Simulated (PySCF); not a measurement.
# [P2H3]− (SMILES [PH-]P): M06-2X/STO-6G

What is the vertical singlet–triplet gap of [P2H3]− at M06-2X/STO-6G? The job is set up through a Python script.

The calculation is run with PySCF 2.14.0.

19 further runs of the same task are left out: 6 that didn't finish, 13 set aside as unsound or not needed.

## 1. The system as given

The species is [P2H3]− (5 atoms), meant as a singlet with charge -1. SMILES: `[PH-]P`. The shape is that of a GFN2-xTB optimisation. This is one conformer, not always the lowest.

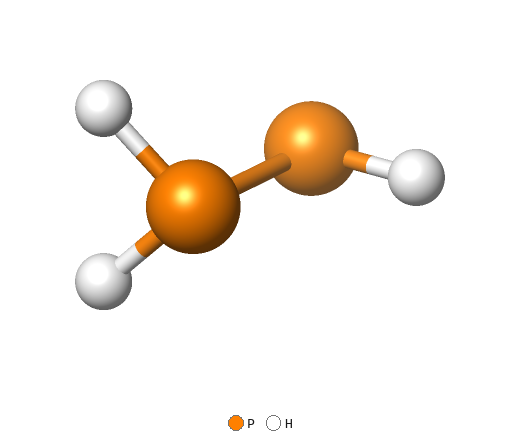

Viewed from a chosen angle; phosphorus orange, hydrogen white.

## 2. A single-point energy at M06-2X/STO-6G

Contents of input.py:

```python
# [PH-]P
from pyscf import gto, dft

mol = gto.M(
    atom=[
    ('P', (0.790170, -1.109400, 0.143810)),
    ('P', (-0.477530, 0.546260, 0.076070)),
    ('H', (0.279530, -1.462550, 1.364400)),
    ('H', (-0.983870, 0.470170, -1.228180)),
    ('H', (0.391690, 1.555520, -0.356110)),
],
    charge=-1,
    basis='sto-6g',
    max_memory=1860,
    verbose=3,
)

calc0 = dft.RKS(mol, xc='m06-2x')
calc0.grids.level = 5
calc0.conv_tol = 1e-10
calc0.kernel()
if not calc0.converged:
    calc0 = calc0.newton().run(calc0.mo_coeff, calc0.mo_occ)

energy = calc0.e_tot
print('Final energy', energy)
```

On the command line:

```
$ OMP_NUM_THREADS=1 python input.py
```

Log:

```text
converged SCF energy = -681.771894802487
Final energy -681.7718948024872
```

Wall time 8.4 s (1 thread of Arm Neoverse V1, shared host); peak memory 0.2 GiB.

## 3. The triplet, same level

Contents of input.py:

```python
from pyscf import gto, dft

mol = gto.M(
    atom=[
    ('P', (0.790170, -1.109400, 0.143810)),
    ('P', (-0.477530, 0.546260, 0.076070)),
    ('H', (0.279530, -1.462550, 1.364400)),
    ('H', (-0.983870, 0.470170, -1.228180)),
    ('H', (0.391690, 1.555520, -0.356110)),
],
    max_memory=1860,
    charge=-1,
    verbose=3,
    spin=2,
    basis='sto-6g',
)

myscf = dft.UKS(mol, xc='m06-2x')
myscf.grids.level = 5
myscf.conv_tol = 1e-10
myscf.kernel()
if not myscf.converged:
    myscf = myscf.newton().run(myscf.mo_coeff, myscf.mo_occ)

etot = myscf.e_tot
print('Final energy', etot)
```

On the command line:

```
$ OMP_NUM_THREADS=1 python input.py
```

Log:

```text
WARN: HOMO 0.164975717085578 >= LUMO -0.147075136387365

WARN: HOMO 0.485500902365285 >= LUMO 0.439380665254595

WARN: HOMO 0.443856678875922 >= LUMO 0.408265435578756

WARN: HOMO 0.443263968179383 >= LUMO 0.407577390854021

WARN: HOMO 0.443316721105977 >= LUMO 0.409740058708052

WARN: HOMO 0.443273287715928 >= LUMO 0.409863072014198

WARN: HOMO 0.44327871834128 >= LUMO 0.409899624923275

WARN: HOMO 0.44328768520569 >= LUMO 0.409929914612255

WARN: HOMO 0.443287696904398 >= LUMO 0.409930133379952

WARN: HOMO 0.443287553659545 >= LUMO 0.409929271857705

WARN: HOMO 0.443287310621583 >= LUMO 0.409928476463231

WARN: HOMO 0.443287619757292 >= LUMO 0.409928614700129

WARN: HOMO 0.443287328344457 >= LUMO 0.40992846150309

WARN: HOMO 0.443287470373054 >= LUMO 0.409928586978177

converged SCF energy = -681.555651665096  <S^2> = 2.0024811  2S+1 = 3.0016536
Final energy -681.5556516650955
```

It took 10 s on 1 thread of Arm Neoverse V1, shared host; peak memory 0.22 GiB.

## 4. What came out

At M06-2X/STO-6G:

| quantity | value |
| --- | --- |
| singlet: total energy | -681.77189 Eh |
| singlet: HOMO energy | 6.11 eV |
| singlet: LUMO energy | 15.89 eV |
| singlet: HOMO–LUMO gap (to an unbound level, set by the basis) | 9.77 eV |
| triplet: total energy | -681.55565 Eh |
| triplet: HOMO energy (highest over α and β) | 12.06 eV |
| triplet: ⟨S²⟩ | 2.002 |
| vertical energy of the triplet above the singlet | 5.884 eV |

**Reading.** At this shape the triplet lies 5.88 eV (136 kcal/mol) above the singlet. For an anion a state so high probably lies above electron detachment. In a minimal basis such a difference can be off by several eV, whatever the method. Mulliken charges (singlet) run from -0.40 on P1 to +0.04 on P2. The HOMO (singlet) lies at positive energy, 6.11 eV; only total energies tell whether the electron is bound. The HOMO (triplet) lies at positive energy, 12.06 eV; only total energies tell whether the electron is bound.
